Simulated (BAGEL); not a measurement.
**BH3S2 (SMILES SBS) at HF/STO-3G (density fitting with qzvpp-jkfit)**

What is the energy change on altering one bond length of BH3S2 at HF/STO-3G (density fitting with qzvpp-jkfit)? 

Program for the calculation: BAGEL 1.2.2.

1 further run of the same task is left out (set aside as unsound or not needed). Runs told in other sessions of the task aren't counted.

## (1) The system as given

BH3S2 has 6 atoms, charge 0, and is taken as a singlet. As SMILES, `SBS`. The shape is that of a PBE0-D4/def2-TZVP optimisation. This is one conformer, not always the lowest.

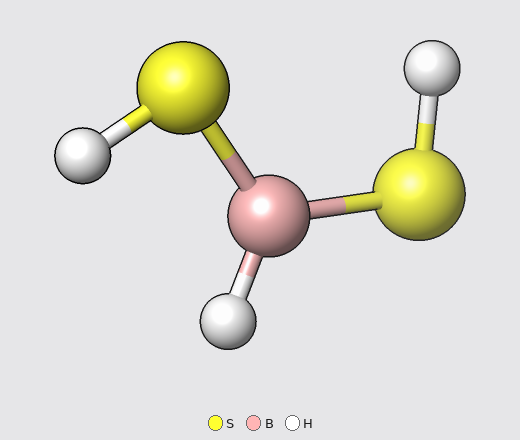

Viewed from a chosen angle; sulfur yellow, boron pink, hydrogen white.

## (2) The energy at HF/STO-3G (density fitting with qzvpp-jkfit)

calc.json

```json
{ "bagel" : [

{
  "title" : "molecule",
  "basis" : "sto-3g",
  "df_basis" : "qzvpp-jkfit",
  "angstrom" : true,
  "geometry" : [
    { "atom" : "S", "xyz" : [      -0.819900,      -0.605200,      -1.516500 ] },
    { "atom" : "B", "xyz" : [       0.091400,      -0.453600,       0.008900 ] },
    { "atom" : "S", "xyz" : [       0.333100,       1.114800,       0.829800 ] },
    { "atom" : "H", "xyz" : [      -1.145600,       0.688100,      -1.694600 ] },
    { "atom" : "H", "xyz" : [       0.535500,      -1.462200,       0.457500 ] },
    { "atom" : "H", "xyz" : [       1.047600,       0.654100,       1.868800 ] }
  ]
},

{ "title" : "hf" },

{ "title" : "print", "file" : "orbitals.molden", "orbitals" : true }

]}
```

Started as:

```
$ BAGEL_NUM_THREADS=1 BAGEL calc.json > calc.out
```

The program printed:

```text
* using 1 threads per process

  ===============================================================
  ===============================================================

  *** Geometry ***

  { "atom" : "S", "xyz" : [     -1.549386,     -1.143662,     -2.865770 ] },
  { "atom" : "B", "xyz" : [      0.172721,     -0.857180,      0.016819 ] },
  { "atom" : "S", "xyz" : [      0.629468,      2.106667,      1.568095 ] },
  { "atom" : "H", "xyz" : [     -2.164870,      1.300321,     -3.202330 ] },
  { "atom" : "H", "xyz" : [      1.011948,     -2.763158,      0.864550 ] },
  { "atom" : "H", "xyz" : [      1.979677,      1.236070,      3.531520 ] },

  Number of auxiliary basis functions:      385

  Since a DF basis is specified, we compute 2- and 3-index integrals:
    o Being stored without compression. Storage requirement is 0.002 GB

  Number of basis functions:       26
  Number of electrons      :       40

    * METHOD: MOLECULE                             0.07

  *** RHF ***

  === Nuclear Repulsion ===
   119.7687152675

      * DIIS with orbital gradients will be used.

  === RHF iteration (sto-3g) ===
      0       -812.46783022          0.01356239           0.01
      1       -812.51699815          0.00416148           0.01
      2       -812.52153999          0.00097548           0.01
      3       -812.52186668          0.00015269           0.01
      4       -812.52187848          0.00004894           0.01
      5       -812.52187997          0.00000769           0.01
      6       -812.52188001          0.00000089           0.01
      7       -812.52188001          0.00000017           0.01
      8       -812.52188001          0.00000004           0.01
      9       -812.52188001          0.00000001           0.01
     10       -812.52188001          0.00000000           0.01
    * SCF iteration converged.

    * Permanent dipole moment:
           (   -0.113407,    -0.166568,    -0.230191) a.u.

    * METHOD: HF                                   0.13

    * METHOD: PRINT                                0.00

  ===============================================================
```

Wall time 0.4 s (1 thread of AMD EPYC 9R45 (Zen 5), shared host).

## (3) The distorted shape at the same level

hf.json

```json
{ "bagel" : [

{
  "title" : "molecule",
  "basis" : "sto-3g",
  "df_basis" : "qzvpp-jkfit",
  "angstrom" : true,
  "geometry" : [
    { "atom" : "S", "xyz" : [      -1.677313,      -0.052351,      -2.763319 ] },
    { "atom" : "B", "xyz" : [      -0.766013,       0.099249,      -1.237919 ] },
    { "atom" : "S", "xyz" : [      -0.524313,       1.667649,      -0.417019 ] },
    { "atom" : "H", "xyz" : [      -2.003013,       1.240949,      -2.941419 ] },
    { "atom" : "H", "xyz" : [      -0.321913,      -0.909351,      -0.789319 ] },
    { "atom" : "H", "xyz" : [       1.047600,       0.654100,       1.868800 ] }
  ]
},

{
  "title" : "hf"
},

{
  "title" : "print",
  "file" : "orbitals.molden",
  "orbitals" : true
}

]}
```

Started as:

```
$ BAGEL_NUM_THREADS=1 BAGEL hf.json > hf.out
```

The program printed:

```text
* using 1 threads per process

  ===============================================================
  ===============================================================

  *** Geometry ***

  { "atom" : "S", "xyz" : [     -3.169662,     -0.098929,     -5.221916 ] },
  { "atom" : "B", "xyz" : [     -1.447555,      0.187553,     -2.339328 ] },
  { "atom" : "S", "xyz" : [     -0.990808,      3.151400,     -0.788052 ] },
  { "atom" : "H", "xyz" : [     -3.785146,      2.345054,     -5.558476 ] },
  { "atom" : "H", "xyz" : [     -0.608327,     -1.718424,     -1.491597 ] },
  { "atom" : "H", "xyz" : [      1.979677,      1.236070,      3.531520 ] },

  Number of auxiliary basis functions:      385

  Since a DF basis is specified, we compute 2- and 3-index integrals:
    o Being stored without compression. Storage requirement is 0.002 GB

  Number of basis functions:       26
  Number of electrons      :       40

    * METHOD: MOLECULE                             0.06

  *** RHF ***

  === Nuclear Repulsion ===
   115.3360844542

      * DIIS with orbital gradients will be used.

  === RHF iteration (sto-3g) ===
      0       -812.10508290          0.01764373           0.01
      1       -812.11059830          0.01670101           0.01
      2       -812.19996073          0.00375117           0.01
      3       -812.20446305          0.00072227           0.01
      4       -812.20464376          0.00014640           0.01
      5       -812.20465512          0.00005350           0.01
      6       -812.20465682          0.00001153           0.01
      7       -812.20465690          0.00000422           0.01
      8       -812.20465691          0.00000170           0.01
      9       -812.20465691          0.00000069           0.01
     10       -812.20465691          0.00000025           0.01
     11       -812.20465691          0.00000014           0.01
     12       -812.20465691          0.00000004           0.01
     13       -812.20465691          0.00000002           0.01
     14       -812.20465691          0.00000001           0.01
    * SCF iteration converged.

    * Permanent dipole moment:
           (    0.108353,    -0.259686,     0.105841) a.u.

    * METHOD: HF                                   0.14

    * METHOD: PRINT                                0.00

  ===============================================================
```

Run time: 0.42 s. Hardware: 1 thread of AMD EPYC 9R45 (Zen 5), shared host.

## (4) What came out

Level: HF/STO-3G (density fitting with qzvpp-jkfit).

```
                                                         quantity          value
                                        first shape: total energy  -812.52188 Eh
                                       first shape: dipole moment         0.78 D
                                         first shape: HOMO energy       -7.22 eV
                                         first shape: LUMO energy        7.58 eV
                                       first shape: HOMO–LUMO gap       14.80 eV
                                    distorted shape: total energy  -812.20466 Eh
                                   distorted shape: dipole moment         0.76 D
                                     distorted shape: HOMO energy       -5.19 eV
                                     distorted shape: LUMO energy        1.08 eV
                                   distorted shape: HOMO–LUMO gap        6.27 eV
energy change with the S3–H6 bond stretched from 1.342 to 2.953 Å       8.632 eV
```

What this shows: One bond (distorted shape) is far stretched, which a spin-restricted single reference describes badly; a broken-symmetry solution may lie lower. With the S3–H6 bond stretched from 1.342 to 2.953 Å the energy rises by 8.63 eV (199 kcal/mol). The first shape isn't relaxed at this level, so the change isn't measured from a minimum. A restricted reference can't describe the breaking bond well at this length. The minimal basis adds a large error of its own.
